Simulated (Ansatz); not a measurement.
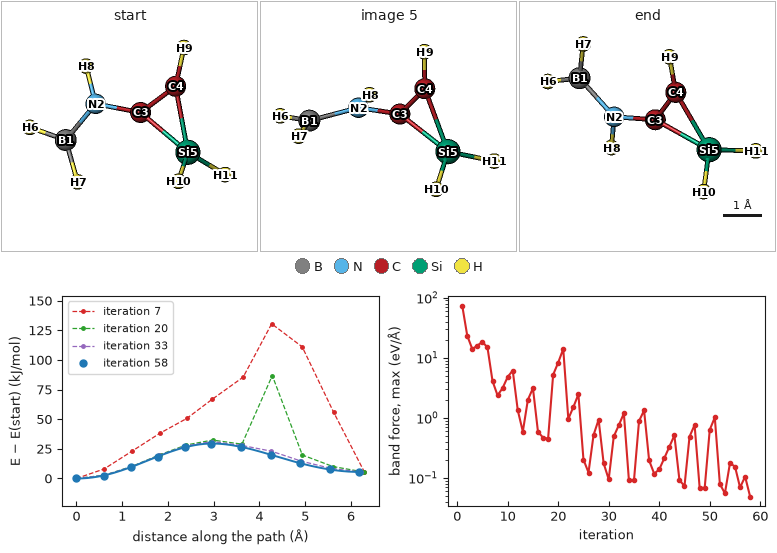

A nudged-elastic-band calculation for C₂H₆BNSi. Images are numbered from 0 (start) to 10 (end). The plot follows the band through its iterations. The picture is a ball-and-stick view, seen at a tilt.

All numbers below come from RKS PBE0-D4/STO-3G (Ansatz). Set-up: 9 movable images; climbing image; force threshold 0.05 eV/Å; iteration limit 60; optimiser L-BFGS; largest step 0.5 Å; starting path through a guess of the saddle point.

> Judge this run.

The run is converged, with reservations. The band converged in 58 iterations. The largest component of the band force went from 74 to 0.049 eV/Å. The climbing image converged on the top of the path. Its curvatures weren't checked. The step length is far from the usual. The first iteration put the highest image at 2305.8 kJ/mol. Forward barrier 29.5 kJ/mol, backward barrier 24.0 kJ/mol, with image 5 at the top; the reaction energy is +5.5 kJ/mol.

Limits of the set-up: STO-3G is a minimal basis, so the numbers are rough.
